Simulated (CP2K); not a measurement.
**Two attempts at CH5BS (BH2(SMe))**

Aim: energy and gradient of CH5BS (BH2(SMe)) at PM6.

The calculation is run with CP2K 2026.2.

3 further runs of the same task are left out: 1 that didn't finish, 2 set aside as unsound or not needed.

## Step 1: The molecule

The species is CH5BS (8 atoms), meant as a singlet with charge 0. As SMILES, `[H]B([H])SC`. Geometry: relaxed at GFN2-xTB.

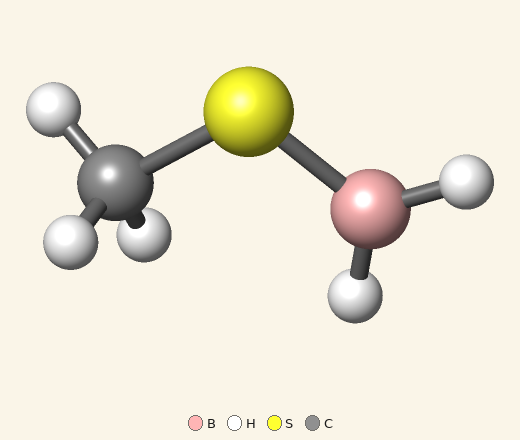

Viewed from a chosen angle; boron pink, hydrogen white, sulfur yellow, carbon grey.

## Step 2: Try one

qs.inp

```
&GLOBAL
  PROJECT_NAME qs
  RUN_TYPE ENERGY_FORCE
  PRINT_LEVEL MEDIUM
&END GLOBAL

&FORCE_EVAL
  METHOD Quickstep
  &DFT
    # Quickstep
    &QS
      METHOD PM6
      EPS_DEFAULT 1.0E-10
      &SE
        &COULOMB
          CUTOFF [angstrom] 50
          RC_RANGE [angstrom] 0
        &END COULOMB
        &EXCHANGE
          CUTOFF [angstrom] 50
          RC_RANGE [angstrom] 0
        &END EXCHANGE
      &END SE
    &END QS
    # cluster boundary conditions
    &POISSON
      PERIODIC NONE
      POISSON_SOLVER ANALYTIC
    &END POISSON
    &SCF
      SCF_GUESS ATOMIC
      EPS_SCF 1.0E-06
      MAX_SCF 36
      &OT
        MINIMIZER DIIS
        PRECONDITIONER FULL_ALL
      &END OT
      &OUTER_SCF
        EPS_SCF 1.0E-06
        MAX_SCF 2
      &END OUTER_SCF
    &END SCF
    # extra output
    &PRINT
      &MOMENTS
        PERIODIC F
        REFERENCE COM
        MAX_MOMENT 1
      &END MOMENTS
      &MO_CUBES
        NLUMO 5
        NHOMO -1
        WRITE_CUBE F
      &END MO_CUBES
      &HIRSHFELD OFF
      &END HIRSHFELD
    &END PRINT
  &END DFT
  # atoms, cell and kinds
  &SUBSYS
    &CELL
      ABC 20.3 22.8 22.8
      PERIODIC NONE
    &END CELL
    &COORD
      B      0.953972     2.034328    -1.965258
      H      2.632105     2.119649    -0.533186
      H      0.871523     3.280621    -3.781588
      S     -1.556643    -0.039665    -1.476651
      C     -0.815455    -1.617511     1.512102
      H      1.212977    -1.685560     1.787700
      H     -1.588598    -3.512793     1.417068
      H     -1.709862    -0.579069     3.039795
    &END COORD
    &TOPOLOGY
      &CENTER_COORDINATES
      &END CENTER_COORDINATES
    &END TOPOLOGY
  &END SUBSYS
  # extra output
  &PRINT
    &FORCES ON
    &END FORCES
  &END PRINT
&END FORCE_EVAL
```

The run is started by

```sh
$ OMP_NUM_THREADS=1 cp2k.psmp qs.inp > qs.out
```

The program printed:

```text
CP2K| version string:                                       CP2K version 2026.2
[...]
 GLOBAL| Method name                                                        CP2K
[...]
 GLOBAL| Run type                                                   ENERGY_FORCE
[...]
                             - Atoms:                                          8
[...]
                             - Spherical basis functions:                     22
[...]
 Number of electrons:                                                         18
[...]
     1 OT DIIS     0.15E+00    0.0     0.26536659       -12.5644645993 -1.26E+01
[...]
    22 OT DIIS     0.15E+00    0.0     0.00000098       -14.2243588057 -1.72E-09
  *** SCF run converged in    22 steps ***
  Core-core repulsion energy [eV]:                            461.14651499694020
  Core Hamiltonian energy [eV]:                              -586.25914575829756
  Two-electron integral energy [eV]:                         -523.90371362641235
  Electronic energy [eV]:                                    -848.21100257150374
  Total energy [eV]:                                         -387.06448757456354
  Atomic reference energy [eV]:                               420.18723135912126
  Heat of formation [kcal/mol]:                               763.82867788553290
[...]
 SE_DIPOLE| Moment [Debye]         -6.33395838      -1.40783023      -4.33132409
 SE_DIPOLE| Derivative [a.u.]       0.00000000       0.00000000       0.00000000
 *** WARNING in qs_scf_post_se.F:140 :: Printing of MO cube files not ***
 *** implemented for Semi-Empirical method.                           ***
 ENERGY| Total FORCE_EVAL ( QS ) energy [hartree]            -14.224358805983176
 FORCES| Atomic forces [hartree/bohr]
 FORCES|   Atom     x               y               z               |f|
 FORCES|      1  2.41337058E-02  2.03479742E-02 -7.11705796E-03   3.23593622E-02
 FORCES|      2 -4.88159076E-02 -4.49008278E-03 -3.87985720E-02   6.25178604E-02
 FORCES|      3 -3.04774926E-04 -3.63095787E-02  5.04670025E-02   6.21723148E-02
 FORCES|      4  3.02340566E-02  9.66957003E-03  1.60847038E-02   3.55853406E-02
 FORCES|      5  1.12076729E-02 -3.05846516E-02  5.49621551E-02   6.38895245E-02
 FORCES|      6 -7.99165623E-02  4.26811659E-03 -1.37829239E-02   8.12086371E-02
 FORCES|      7  2.94970662E-02  7.53220253E-02  3.30783837E-04   8.08924831E-02
 FORCES|      8  3.39647433E-02 -3.82233730E-02 -6.21460914E-02   8.04783617E-02
 FORCES| Sum     1.24900090E-16 -1.38777878E-16  4.85722573E-17
 FORCES| Total atomic force                                       1.92921218E-16
[...]
```

Wall time 1.4 s (1 thread of Arm Neoverse N1, shared host); peak memory 0.14 GiB.

## Step 3: Diagnosis

The run finished; that doesn't make the result usable.

The fault: numbers in bohr are read as ångström, which stretches the molecule by 1.89. As the program read them, the closest atoms are 2.05 Å apart, against 1.08 Å in the sound input.

## Step 4: Second attempt

calc.inp

```
&GLOBAL
   PROJECT calc
   RUN_TYPE ENERGY_FORCE
   PRINT_LEVEL MEDIUM
&END GLOBAL
&FORCE_EVAL
   METHOD QUICKSTEP
   &DFT
      &QS
         METHOD PM6
         EPS_DEFAULT 1.0E-10
         &SE
            &COULOMB
               CUTOFF [angstrom] 50
               RC_RANGE [angstrom] 0
            &END COULOMB
            &EXCHANGE
               CUTOFF [angstrom] 50
               RC_RANGE [angstrom] 0
            &END EXCHANGE
         &END SE
      &END QS
      &POISSON
         PERIODIC NONE
         POISSON_SOLVER ANALYTIC
      &END POISSON
      &SCF
         SCF_GUESS ATOMIC
         EPS_SCF 1.0E-06
         MAX_SCF 50
         &OT
            MINIMIZER DIIS
            PRECONDITIONER FULL_ALL
         &END OT
         &OUTER_SCF
            EPS_SCF 1.0E-06
            MAX_SCF 5
         &END OUTER_SCF
      &END SCF
      &PRINT
         &MOMENTS
            PERIODIC F
            REFERENCE COM
            MAX_MOMENT 1
         &END MOMENTS
         &MO_CUBES
            NLUMO 5
            NHOMO -1
            WRITE_CUBE F
         &END MO_CUBES
         &HIRSHFELD OFF
         &END HIRSHFELD
      &END PRINT
   &END DFT
   &SUBSYS
      &CELL
         ABC 18.3 19.6 19.6
         PERIODIC NONE
      &END CELL
      &COORD
         SCALED T
         B    0.51425164   0.55805867   0.45695408
         H    0.56277787   0.56036224   0.49561837
         H    0.51186749   0.59170714   0.40791531
         S    0.44165273   0.50206327   0.47014592
         C    0.46308552   0.45946327   0.55083878
         H    0.52174126   0.45762602   0.55827959
         H    0.44072869   0.40829286   0.54827296
         H    0.43722213   0.48750000   0.59208469
      &END COORD
   &END SUBSYS
   &PRINT
      &FORCES ON
      &END FORCES
   &END PRINT
&END FORCE_EVAL
```

The run is started by

```sh
$ OMP_NUM_THREADS=1 cp2k.psmp -i calc.inp > calc.out 2>&1
```

The program printed:

```text
CP2K| version string:                                       CP2K version 2026.2
[...]
 GLOBAL| Method name                                                        CP2K
[...]
 GLOBAL| Run type                                                   ENERGY_FORCE
[...]
                             - Atoms:                                          8
[...]
                             - Spherical basis functions:                     22
[...]
 Number of electrons:                                                         18
[...]
     1 OT DIIS     0.15E+00    0.0     0.33326029       -11.9177144356 -1.19E+01
[...]
     5 OT DIIS     0.15E+00    0.0     0.00000057       -15.4410699877 -9.70E-11
  *** SCF run converged in     5 steps ***
  Core-core repulsion energy [eV]:                            783.38425595426793
  Core Hamiltonian energy [eV]:                              -633.04512802213867
  Two-electron integral energy [eV]:                        -1141.02402104621046
  Electronic energy [eV]:                                   -1203.55713854524402
  Total energy [eV]:                                         -420.17288259097592
  Atomic reference energy [eV]:                               420.18723135912126
  Heat of formation [kcal/mol]:                                 0.33089048036063
[...]
 SE_DIPOLE| Moment [Debye]         -0.35383312       0.65402362      -1.28548765
 SE_DIPOLE| Derivative [a.u.]       0.00000000       0.00000000       0.00000000
 *** WARNING in qs_scf_post_se.F:140 :: Printing of MO cube files not ***
 *** implemented for Semi-Empirical method.                           ***
 ENERGY| Total FORCE_EVAL ( QS ) energy [hartree]            -15.441069987714219
 FORCES| Atomic forces [hartree/bohr]
 FORCES|   Atom     x               y               z               |f|
 FORCES|      1 -5.63071185E-03 -6.61269663E-03  2.73981906E-03   9.10710059E-03
 FORCES|      2  8.24844928E-03  1.68266231E-03  6.09203186E-03   1.03913964E-02
 FORCES|      3 -1.18016872E-03  6.27488917E-03 -9.59899992E-03   1.15285659E-02
 FORCES|      4  5.85695389E-04 -3.04231573E-03  5.38971127E-03   6.21672837E-03
 FORCES|      5 -5.04198860E-03  9.76823396E-03 -1.62413650E-02   1.96117817E-02
 FORCES|      6  4.58984056E-03 -2.56320242E-03  4.08262531E-03   6.65616048E-03
 FORCES|      7 -8.44732565E-04 -5.99066235E-03  1.96949561E-03   6.36243047E-03
 FORCES|      8 -7.26383484E-04  4.83091705E-04  5.56668182E-03   5.63462129E-03
 FORCES| Sum     0.00000000E+00  1.80411242E-16  3.88578059E-16
 FORCES| Total atomic force                                       4.28416997E-16
[...]
```

Run time: 0.93 s. Hardware: 1 thread of Arm Neoverse N1, shared host; peak memory 0.14 GiB.

## Step 5: What came out

Level: PM6.

```
                                 quantity         value
                             total energy  -15.44107 Eh
                            dipole moment        1.49 D
heat of formation at this unrelaxed shape  0.3 kcal/mol
                 largest force on an atom    1.008 eV/Å
```

What this shows: The first attempt's energy was +33.108 eV off this one. The largest force is 1.01 eV/Å: the shape isn't a stationary point for this species at this level.
